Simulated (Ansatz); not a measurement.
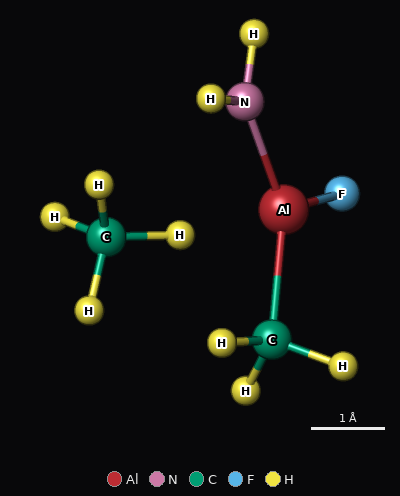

Fig. 1: The structure as given in the input (ball-and-stick view, seen at a tilt). Sticks mark near contacts. Bond lengths as drawn: Al–C 1.94 Å, Al–F 1.70 Å, Al–N 1.77 Å, C–H 1.10 Å and H–N 1.01 Å.

## Nudged elastic band of C$_{2}$H$_{9}$AlFN

System: C$_{2}$H$_{9}$AlFN.
Method: RKS CAM-B3LYP-D4/cc-pVDZ (Ansatz 0.2.0).

It belongs to a series of runs on one base structure; here: band between the two ends.

The input:
```yaml
crystal:
  periodic: [false, false, false]
  atoms:
    - { symbol: Al, position_ang: [-0.87927, 0.316336, -0.601496] }
    - { symbol: "N", position_ang: [0.025392, 1.306071, -1.762261] }
    - { symbol: C, position_ang: [-1.002836, -1.617571, -0.627952] }
    - { symbol: F, position_ang: [-1.776276, 1.183493, 0.548442] }
    - { symbol: H, position_ang: [1.548705, 0.658334, 0.727451] }
    - { symbol: C, position_ang: [1.220502, 0.314469, 1.720298] }
    - { symbol: H, position_ang: [0.585035, 0.944077, -2.52676] }
    - { symbol: H, position_ang: [0.049391, 2.320524, -1.758371] }
    - { symbol: H, position_ang: [-0.250752, -2.078322, -1.286944] }
    - { symbol: H, position_ang: [-0.876232, -2.034541, 0.383433] }
    - { symbol: H, position_ang: [-1.997443, -1.933398, -0.984228] }
    - { symbol: H, position_ang: [1.284309, -0.780719, 1.775266] }
    - { symbol: H, position_ang: [1.880347, 0.757698, 2.47846] }
    - { symbol: H, position_ang: [0.18913, 0.643649, 1.914765] }
basis:
  gaussian: { orbitals: cc-pVDZ }
hamiltonian:
  xc: cam_b3lyp
  dispersion: d4
neb:
  order_check: false
  images: 5
  f_tol: 0.05
  max_iterations: 60
  final_atoms:
    - { symbol: Al, position_ang: [-0.46442908, 0.12483149, 0.28456356] }
    - { symbol: "N", position_ang: [0.53198613, 1.12634745, -1.25227098] }
    - { symbol: C, position_ang: [-1.04719719, -1.54520025, -0.57437953] }
    - { symbol: F, position_ang: [-1.6650307, 1.35828713, 0.35439061] }
    - { symbol: H, position_ang: [1.47436428, 1.44150746, -1.01521446] }
    - { symbol: C, position_ang: [0.83602315, 0.15652701, 1.75889722] }
    - { symbol: H, position_ang: [0.58249046, 0.61320423, -2.13397331] }
    - { symbol: H, position_ang: [-0.04438832, 1.95834197, -1.40800408] }
    - { symbol: H, position_ang: [-0.1939098, -2.17045144, -0.89447145] }
    - { symbol: H, position_ang: [-1.64313405, -2.16608891, 0.11714807] }
    - { symbol: H, position_ang: [-1.67945298, -1.36699682, -1.46168402] }
    - { symbol: H, position_ang: [1.74490844, -0.42815854, 1.52807579] }
    - { symbol: H, position_ang: [1.1570153, 1.18030771, 2.01889893] }
    - { symbol: H, position_ang: [0.41075635, -0.2823585, 2.67812665] }
  initial_path:
    images:
      - { positions_ang: [[-0.87927, 0.316336, -0.601496], [0.025392, 1.306071, -1.762261], [-1.002836, -1.617571, -0.627952], [-1.776276, 1.183493, 0.548442], [1.548705, 0.658334, 0.727451], [1.220502, 0.314469, 1.720298], [0.585035, 0.944077, -2.52676], [0.049391, 2.320524, -1.758371], [-0.250752, -2.078322, -1.286944], [-0.876232, -2.034541, 0.383433], [-1.997443, -1.933398, -0.984228], [1.284309, -0.780719, 1.775266], [1.880347, 0.757698, 2.47846], [0.18913, 0.643649, 1.914765]] }
      - { positions_ang: [[-0.86190669, 0.24910058, -0.40963384], [0.21908686, 1.31110087, -1.59019363], [-1.07596765, -1.66698506, -0.58273068], [-1.83182539, 1.18691234, 0.54762147], [1.32011703, 0.74690874, 0.49010619], [1.1533286, 0.34056318, 1.581079], [0.80486674, 0.95873713, -2.33629794], [0.1877781, 2.3179829, -1.62920557], [-0.30711911, -2.11679174, -1.22344168], [-1.02716329, -2.1584907, 0.38464946], [-2.04771361, -1.91205343, -1.01149802], [1.50310871, -0.57541776, 1.56250308], [1.67805827, 0.94898641, 2.25109045], [0.28535342, 0.36954654, 1.96605471]] }
      - { positions_ang: [[-0.84454338, 0.18186516, -0.21777168], [0.41278173, 1.31613074, -1.41812626], [-1.1490993, -1.71639912, -0.53750936], [-1.88737479, 1.19033167, 0.54680094], [1.09152905, 0.83548348, 0.25276137], [1.0861552, 0.36665735, 1.44186], [1.02469849, 0.97339726, -2.14583587], [0.32616521, 2.3154418, -1.50004014], [-0.36348622, -2.15526147, -1.15993936], [-1.17809457, -2.2824404, 0.38586592], [-2.09798421, -1.89070886, -1.03876803], [1.72190841, -0.37011653, 1.34974015], [1.47576954, 1.14027482, 2.02372091], [0.38157683, 0.09544409, 2.01734441]] }
      - { positions_ang: [[-0.82718007, 0.11462975, -0.02590953], [0.60647659, 1.32116061, -1.24605889], [-1.22223095, -1.76581317, -0.49228804], [-1.94292418, 1.19375101, 0.54598041], [0.86294108, 0.92405822, 0.01541656], [1.0189818, 0.39275153, 1.30264101], [1.24453023, 0.98805739, -1.95537381], [0.46455231, 2.3129007, -1.3708747], [-0.41985333, -2.19373121, -1.09643704], [-1.32902586, -2.4063901, 0.38708238], [-2.14825482, -1.86936429, -1.06603805], [1.94070812, -0.16481529, 1.13697723], [1.27348082, 1.33156323, 1.79635136], [0.47780025, -0.17865837, 2.06863412]] }
      - { positions_ang: [[-0.70626307, 0.11803033, 0.0775815], [0.58164644, 1.25622289, -1.24812959], [-1.16388636, -1.69227553, -0.51965187], [-1.85029302, 1.24859638, 0.48211715], [1.06674881, 1.0965413, -0.32812711], [0.95799558, 0.31401002, 1.45472641], [1.02385031, 0.86310634, -2.01490697], [0.29490544, 2.19471446, -1.38325116], [-0.34453882, -2.18597129, -1.02911518], [-1.43372859, -2.3262897, 0.29710428], [-1.99198754, -1.70190847, -1.19792004], [1.87544156, -0.25259638, 1.26734342], [1.23465898, 1.28114472, 1.87053388], [0.45545228, -0.21322508, 2.27179829]] }
      - { positions_ang: [[-0.58534607, 0.12143091, 0.18107253], [0.55681628, 1.19128517, -1.25020029], [-1.10554178, -1.61873789, -0.5470157], [-1.75766186, 1.30344176, 0.41825388], [1.27055654, 1.26902438, -0.67167078], [0.89700937, 0.23526851, 1.60681182], [0.80317039, 0.73815528, -2.07444014], [0.12525856, 2.07652821, -1.39562762], [-0.26922431, -2.17821137, -0.96179331], [-1.53843132, -2.24618931, 0.20712617], [-1.83572026, -1.53445264, -1.32980203], [1.810175, -0.34037746, 1.3977096], [1.19583714, 1.23072621, 1.94471641], [0.43310431, -0.24779179, 2.47496247]] }
      - { positions_ang: [[-0.46442908, 0.12483149, 0.28456356], [0.53198613, 1.12634745, -1.25227098], [-1.04719719, -1.54520025, -0.57437953], [-1.6650307, 1.35828713, 0.35439061], [1.47436428, 1.44150746, -1.01521446], [0.83602315, 0.15652701, 1.75889722], [0.58249046, 0.61320423, -2.13397331], [-0.04438832, 1.95834197, -1.40800408], [-0.1939098, -2.17045144, -0.89447145], [-1.64313405, -2.16608891, 0.11714807], [-1.67945298, -1.36699682, -1.46168402], [1.74490844, -0.42815854, 1.52807579], [1.1570153, 1.18030771, 2.01889893], [0.41075635, -0.2823585, 2.67812665]] }
```

Hardware: 4 threads of Arm Neoverse N1, 16 GiB of memory available, shared host.

Launched with:
```bash
ansatz run input.yaml --threads 4 --pin off --max-ram 5120MiB --backend cpu --events-out ev --progress --plain --runs-dir out
```

Output:
```
Engine: ansatz 0.2.0, aarch64-unknown-linux-gnu
Functional definition: CAM-B3LYP
  parameter alpha = 0.19
  parameter beta = 0.46
  parameter omega = 0.33/bohr
  parameter ac = 0.81
  exchange = (1 - alpha - beta)*b88_x + beta*b88_x_sr(omega) + alpha*exact_x + beta*exact_x_lr(omega)
  correlation = (1 - ac)*vwn5_c + ac*lyp_c
1266 factors; integrals over basis functions are off by at most 4.2e-4 eV
447 factors; integrals over basis functions are off by at most 6.3e-7 eV
mean field evaluation 1: about -13014.4624 eV, gradient 7.3e1 eV
mean field evaluation 2: about -13013.1762 eV, gradient 7.8e1 eV
mean field evaluation 4: about -13025.3853 eV, gradient 1.9e0 eV
mean field evaluation 8: about -13025.4193 eV, gradient 2.1e-1 eV
mean field evaluation 16: about -13025.4193 eV, gradient 1.4e-5 eV
mean field -13025.41934224 eV, -478.6753318811 hartree, gradient 1.4e-5 eV, S^2 0.000000; 0 other end points of the search recorded, 0 dependent functions left out
the calculation of the forces begins
reference -13025.41948172 eV, -478.6753370068 hartree; 25, 25 occupied and 94, 94 virtual orbitals, 1266 factors
1266 factors; integrals over basis functions are off by at most 9.2e-4 eV
447 factors; integrals over basis functions are off by at most 4.9e-7 eV
mean field evaluation 32: about -13025.6649 eV, gradient 1.1e-5 eV
mean field -13025.66488604 eV, -478.6843554491 hartree, gradient 1.1e-5 eV, S^2 0.000000; 0 other end points of the search recorded, 0 dependent functions left out
[... from here on the field's lines of each further geometry are left out, up to the last ...]
NEB iter   1: max|band force component| = 7.465e0 eV/Å  barrier→ = 2.4097 eV  barrier← = 2.6654 eV  Δτ_max = 0.2000 Å  (185 SCF iters)
NEB iter   2: max|band force component| = 1.832e0 eV/Å  barrier→ = 1.4070 eV  barrier← = 1.6627 eV  Δτ_max = 0.2000 Å  (149 SCF iters)
NEB iter   3: max|band force component| = 3.584e0 eV/Å  barrier→ = 1.5652 eV  barrier← = 1.8209 eV  Δτ_max = 0.0997 Å  (148 SCF iters)
NEB iter   4: max|band force component| = 6.849e-1 eV/Å  barrier→ = 1.2326 eV  barrier← = 1.4883 eV  Δτ_max = 0.0637 Å  (144 SCF iters)
NEB iter   5: max|band force component| = 5.905e-1 eV/Å  barrier→ = 1.1546 eV  barrier← = 1.4103 eV  Δτ_max = 0.2000 Å  (146 SCF iters)
NEB iter   6: max|band force component| = 1.914e0 eV/Å  barrier→ = 0.9692 eV  barrier← = 1.2249 eV  Δτ_max = 0.1002 Å  (147 SCF iters)
NEB iter   7: max|band force component| = 1.191e0 eV/Å  barrier→ = 0.7776 eV  barrier← = 1.0333 eV  CI = image 3  Δτ_max = 0.1954 Å  (147 SCF iters)
NEB iter   8: max|band force component| = 7.409e-1 eV/Å  barrier→ = 1.3341 eV  barrier← = 1.5898 eV  CI = image 3  Δτ_max = 0.1955 Å  (150 SCF iters)
NEB iter   9: max|band force component| = 1.808e0 eV/Å  barrier→ = 1.2877 eV  barrier← = 1.5434 eV  CI = image 3  Δτ_max = 0.0994 Å  (150 SCF iters)
NEB iter  10: max|band force component| = 3.510e-1 eV/Å  barrier→ = 1.2977 eV  barrier← = 1.5534 eV  CI = image 3  Δτ_max = 0.0608 Å  (144 SCF iters)
NEB iter  11: max|band force component| = 1.296e-1 eV/Å  barrier→ = 1.2932 eV  barrier← = 1.5489 eV  CI = image 3  Δτ_max = 0.0194 Å  (142 SCF iters)
NEB iter  12: max|band force component| = 1.060e-1 eV/Å  barrier→ = 1.2910 eV  barrier← = 1.5467 eV  CI = image 3  Δτ_max = 0.0223 Å  (128 SCF iters)
the calculation of the forces begins
reference -13025.60806781 eV, -478.6822674179 hartree; 25, 25 occupied and 94, 94 virtual orbitals, 1266 factors
1267 factors; integrals over basis functions are off by at most 1.1e-3 eV
447 factors; integrals over basis functions are off by at most 5.1e-7 eV
mean field evaluation 608: about -13024.1153 eV, gradient 3.3e-1 eV
mean field -13024.11556221 eV, -478.6274188486 hartree, gradient 9.2e-6 eV, S^2 0.000000; 1 other end points of the search recorded, 0 dependent functions left out
the calculation of the forces begins
reference -13024.11569697 eV, -478.6274238010 hartree; 25, 25 occupied and 94, 94 virtual orbitals, 1267 factors
NEB iter  13: max|band force component| = 2.260e-2 eV/Å  barrier→ = 1.2897 eV  barrier← = 1.5454 eV  CI = image 3  Δτ_max = 0.0000 Å  (271 SCF iters)
```

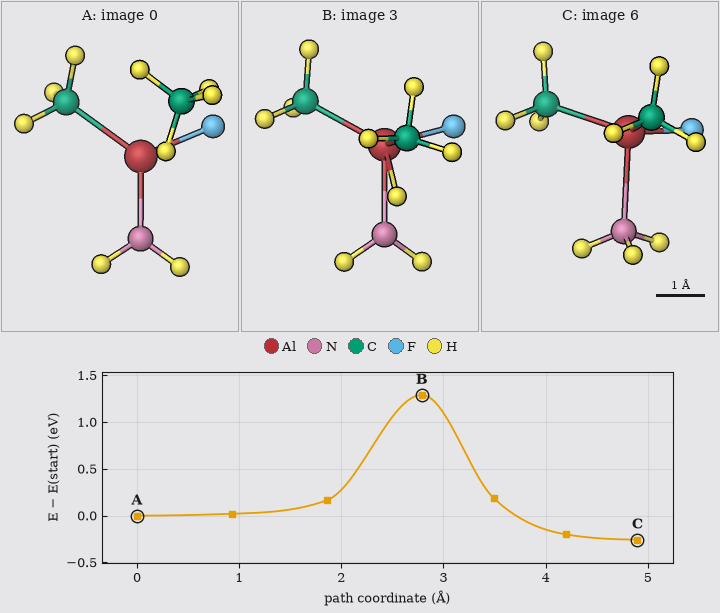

Fig. 2: Images of the last band (counted from 0; ball-and-stick, seen at a tilt) above the energy along the path; the line is a cubic interpolation that uses the forces. The highest image is number 3, 1.290 eV above the start and 1.545 eV above the end (the climbing image); the end lies 0.256 eV below the start. The path is 4.90 Å long. The band converged in 13 iterations.

```
Total energy: -13024.32810985 eV, -478.6352298301 hartree
Atom 0 at    -0.677203     0.190721    -0.061045 Å, force    -0.003159    -0.007050    -0.007445 eV/Å
Atom 1 at     0.462441     1.229439    -1.201108 Å, force    -0.022050     0.010918    -0.021825 eV/Å
Atom 2 at    -1.084331    -1.656156    -0.500393 Å, force     0.001970     0.000194     0.001455 eV/Å
Atom 3 at    -1.865775     1.217036     0.589882 Å, force    -0.002423     0.003356     0.004061 eV/Å
Atom 4 at     0.993100     0.918329     0.002064 Å, force     0.016420     0.015417     0.003120 eV/Å
Atom 5 at     1.020140     0.349485     1.296506 Å, force     0.026429    -0.000471    -0.000482 eV/Å
Atom 6 at     0.902495     0.861710    -2.044234 Å, force    -0.000766    -0.004059     0.017634 eV/Å
Atom 7 at     0.253255     2.218709    -1.340461 Å, force     0.005727    -0.013426     0.010142 eV/Å
Atom 8 at    -0.216066    -2.184482    -0.927312 Å, force     0.000777    -0.000968     0.002137 eV/Å
Atom 9 at    -1.409796    -2.219257     0.389313 Å, force    -0.002233     0.000149    -0.000390 eV/Å
Atom 10 at    -1.902298    -1.712684    -1.237740 Å, force     0.003520     0.000458    -0.001384 eV/Å
Atom 11 at     1.862006    -0.356039     1.219254 Å, force    -0.008635    -0.003225     0.000843 eV/Å
Atom 12 at     1.359712     1.260482     1.813973 Å, force    -0.004524    -0.005214    -0.002981 eV/Å
Atom 13 at     0.302322    -0.117194     2.001405 Å, force    -0.011054     0.003920    -0.004885 eV/Å
Dipole moment:     0.535589    -0.044216    -0.361601 e Å
this run last wrote the band of iteration 13 to [file]
```

The last band as extended XYZ (Å, eV, eV/Å):
```
14
Properties=species:S:1:pos:R:3:forces:R:3 image=0 energy=-13025.61771
Al   -0.8793    0.3163   -0.6015   -0.0118   0.0060   0.0108
N     0.0254    1.3061   -1.7623   -0.0021   0.0028   0.0073
C    -1.0028   -1.6176   -0.6280   -0.0029   0.0018   0.0020
F    -1.7763    1.1835    0.5484    0.0139  -0.0090  -0.0131
H     1.5487    0.6583    0.7275   -0.0010  -0.0015   0.0055
C     1.2205    0.3145    1.7203    0.0015   0.0133   0.0028
H     0.5850    0.9441   -2.5268   -0.0001   0.0006   0.0012
H     0.0494    2.3205   -1.7584    0.0002  -0.0047  -0.0030
H    -0.2508   -2.0783   -1.2869    0.0004   0.0004   0.0007
H    -0.8762   -2.0345    0.3834   -0.0007   0.0016  -0.0037
H    -1.9974   -1.9334   -0.9842    0.0047   0.0000   0.0009
H     1.2843   -0.7807    1.7753   -0.0047  -0.0018  -0.0010
H     1.8803    0.7577    2.4785   -0.0023  -0.0036  -0.0062
H     0.1891    0.6436    1.9148    0.0049  -0.0058  -0.0041
14
Properties=species:S:1:pos:R:3:forces:R:3 image=1 energy=-13025.59807
Al   -0.9043    0.3145   -0.5595   -0.0148  -0.0023  -0.0232
N     0.0753    1.2860   -1.6765   -0.0036   0.0013  -0.0061
C    -1.0875   -1.6142   -0.6082    0.0070   0.0004   0.0002
F    -1.8357    1.1997    0.5441    0.0019   0.0017   0.0067
H     1.4003    0.7413    0.6314    0.0124  -0.0012   0.0095
C     1.2702    0.3212    1.6400    0.0078   0.0012   0.0043
H     0.6773    0.9132   -2.4026   -0.0071   0.0034  -0.0107
H     0.1320    2.2988   -1.6575   -0.0050   0.0033  -0.0092
H    -0.2134   -2.1094   -1.0592    0.0016   0.0003  -0.0031
H    -1.2334   -2.0252    0.4026    0.0083   0.0008   0.0013
H    -1.9709   -1.8984   -1.2042    0.0003  -0.0013   0.0038
H     1.7569   -0.6614    1.6956   -0.0124  -0.0106   0.0103
H     1.7297    1.0084    2.3627    0.0092  -0.0091   0.0115
H     0.2034    0.2257    1.8913   -0.0055   0.0121   0.0049
14
Properties=species:S:1:pos:R:3:forces:R:3 image=2 energy=-13025.45316
Al   -0.8459    0.2812   -0.4069   -0.0971   0.0427  -0.1782
N     0.1785    1.2451   -1.5066   -0.1514   0.0156  -0.1630
C    -1.1105   -1.6331   -0.5468   -0.0076   0.0074  -0.0205
F    -1.8401    1.2066    0.6054    0.0135  -0.0138   0.0161
H     1.1283    0.7675    0.4287    0.0672  -0.0716   0.2173
C     1.2049    0.3607    1.4521    0.1024   0.0114   0.0735
H     0.8566    0.8736   -2.1624   -0.0364   0.0085  -0.0645
H     0.2547    2.2555   -1.4535   -0.0153   0.0202  -0.0583
H    -0.2241   -2.1577   -0.9370    0.0034   0.0121  -0.0021
H    -1.4027   -2.1087    0.4019    0.0140   0.0516   0.0126
H    -1.9320   -1.8081   -1.2623   -0.0096  -0.0575  -0.0061
H     1.9728   -0.4218    1.4461    0.0611  -0.0289   0.1108
H     1.4935    1.1994    2.0962    0.0693  -0.0284   0.1415
H     0.2660   -0.0602    1.8452   -0.0135   0.0308  -0.0792
14
Properties=species:S:1:pos:R:3:forces:R:3 image=3 energy=-13024.32798
Al   -0.6772    0.1907   -0.0610   -0.0032  -0.0070  -0.0074
N     0.4624    1.2294   -1.2011   -0.0221   0.0109  -0.0218
C    -1.0843   -1.6562   -0.5004    0.0020   0.0002   0.0015
F    -1.8658    1.2170    0.5899   -0.0024   0.0034   0.0041
H     0.9931    0.9183    0.0021    0.0164   0.0154   0.0031
C     1.0201    0.3495    1.2965    0.0264  -0.0005  -0.0005
H     0.9025    0.8617   -2.0442   -0.0008  -0.0041   0.0176
H     0.2533    2.2187   -1.3405    0.0057  -0.0134   0.0101
H    -0.2161   -2.1845   -0.9273    0.0008  -0.0010   0.0021
H    -1.4098   -2.2193    0.3893   -0.0022   0.0001  -0.0004
H    -1.9023   -1.7127   -1.2377    0.0035   0.0005  -0.0014
H     1.8620   -0.3560    1.2193   -0.0086  -0.0032   0.0008
H     1.3597    1.2605    1.8140   -0.0045  -0.0052  -0.0030
H     0.3023   -0.1172    2.0014   -0.0111   0.0039  -0.0049
14
Properties=species:S:1:pos:R:3:forces:R:3 image=4 energy=-13025.43072
Al   -0.6223    0.1392    0.1187    0.0856  -0.0902   0.3068
N     0.5150    1.2285   -1.1874    0.0352   0.0086   0.0122
C    -1.1024   -1.6435   -0.5179   -0.0160   0.0100  -0.0226
F    -1.8684    1.2501    0.4940   -0.0085   0.0244  -0.1233
H     1.1837    1.1756   -0.4020    0.3105   0.4308  -0.6537
C     0.8824    0.2423    1.4273   -0.2035  -0.1582   0.1884
H     0.9260    0.8449   -2.0380    0.0003  -0.0105   0.0027
H     0.2555    2.2035   -1.3430   -0.0430  -0.0137   0.0049
H    -0.2325   -2.1831   -0.9312   -0.0111   0.0042  -0.0095
H    -1.4400   -2.2251    0.3588   -0.0168  -0.0288  -0.0382
H    -1.9124   -1.6827   -1.2623   -0.0100   0.0283  -0.0202
H     1.7708   -0.3852    1.2205   -0.1296  -0.0314  -0.0259
H     1.2534    1.2324    1.7584   -0.1604  -0.0399  -0.1023
H     0.3911   -0.1969    2.3042    0.1673  -0.1338   0.4806
14
Properties=species:S:1:pos:R:3:forces:R:3 image=5 energy=-13025.81755
Al   -0.5522    0.1162    0.2147    0.0185  -0.0036   0.0329
N     0.5560    1.1857   -1.1927    0.0080  -0.0076  -0.0044
C    -1.0937   -1.6103   -0.5431    0.0031   0.0077  -0.0070
F    -1.7854    1.3048    0.3555    0.0270   0.0083  -0.0351
H     1.4330    1.3875   -0.7084    0.0699   0.0664  -0.0941
C     0.8261    0.1791    1.6156   -0.0134  -0.0180   0.0532
H     0.7870    0.7619   -2.0924   -0.0511  -0.0212  -0.0168
H     0.0983    2.0831   -1.3725   -0.0583  -0.0349  -0.0057
H    -0.2404   -2.1741   -0.9601    0.0009   0.0035  -0.0103
H    -1.5034   -2.2363    0.2699   -0.0119  -0.0070  -0.0242
H    -1.8719   -1.5524   -1.3211    0.0125   0.0351  -0.0132
H     1.7178   -0.4116    1.3337   -0.0115  -0.0060   0.0270
H     1.1676    1.2070    1.8349   -0.0223  -0.0078   0.0207
H     0.4613   -0.2405    2.5662    0.0287  -0.0151   0.0769
14
Properties=species:S:1:pos:R:3:forces:R:3 image=6 energy=-13025.87342
Al   -0.4644    0.1248    0.2846    0.0237  -0.0182  -0.0059
N     0.5320    1.1263   -1.2523   -0.0094  -0.0109   0.0240
C    -1.0472   -1.5452   -0.5744    0.0061   0.0023   0.0165
F    -1.6650    1.3583    0.3544   -0.0119  -0.0024   0.0109
H     1.4744    1.4415   -1.0152    0.0025   0.0037  -0.0075
C     0.8360    0.1565    1.7589   -0.0103  -0.0112  -0.0085
H     0.5825    0.6132   -2.1340    0.0038   0.0048  -0.0119
H    -0.0444    1.9583   -1.4080    0.0059  -0.0023  -0.0044
H    -0.1939   -2.1705   -0.8945   -0.0106   0.0047   0.0040
H    -1.6431   -2.1661    0.1171    0.0045   0.0124  -0.0145
H    -1.6795   -1.3670   -1.4617    0.0077   0.0070   0.0100
H     1.7449   -0.4282    1.5281   -0.0079   0.0052   0.0039
H     1.1570    1.1803    2.0189   -0.0084  -0.0048  -0.0086
H     0.4108   -0.2824    2.6781    0.0043   0.0096  -0.0079
```

Summary:

| quantity | value |
| --- | --- |
| outcome | converged |
| barrier, forward | 1.290 eV |
| barrier, backward | 1.545 eV |
| wall time | 4.2 min (CPU time 16 min) |
| peak memory | 0.35 GiB |

The order of the saddle point was not checked.
